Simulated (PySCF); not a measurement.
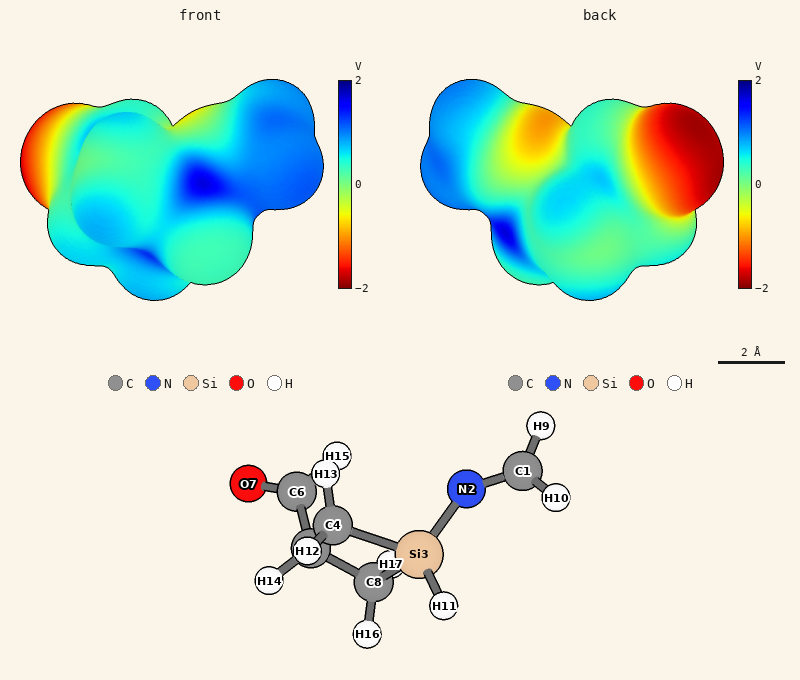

Figure. C$_{5}$H$_{9}$NOSi. The molecular electrostatic potential painted on the density surface at 0.002 e/bohr³, seen from the front and from behind; the colour scale runs from red (negative) to blue (positive). The bare structure is drawn below in the same view.

Geometry: GFN2-xTB.

Computed with PySCF, B3LYP/def2-SVPD, SCF density, gas phase.

```xyz
17

C     3.1485    0.1212    0.3264
N     1.9000    0.1315    0.3797
Si    0.6453   -0.6280   -0.5120
C    -0.7076   -1.2045    0.7022
C    -1.5962    0.0090    0.3456
C    -1.6693    0.9647    1.4892
O    -2.6699    1.4266    1.9653
C    -0.7560    0.6336   -0.7949
H     3.7121    0.7167    1.0397
H     3.7375   -0.4484   -0.3960
H     0.9493   -1.5250   -1.6318
H    -1.1874   -2.1427    0.4395
H    -0.4511   -1.2488    1.7579
H    -2.6047   -0.2679    0.0331
H    -0.6673    1.2379    1.8785
H    -1.2599    0.5519   -1.7533
H    -0.5302    1.6842   -0.6294
```

Where is the surface potential most negative and most positive?

Answer. The most negative region (about −1.9 V) lies over O7, the most positive (about +1.6 V) over Si3. O7 is the likeliest acceptor of a hydrogen bond.

How polar is the molecule by this calculation?

Answer. Its dipole moment is 4.90 D.
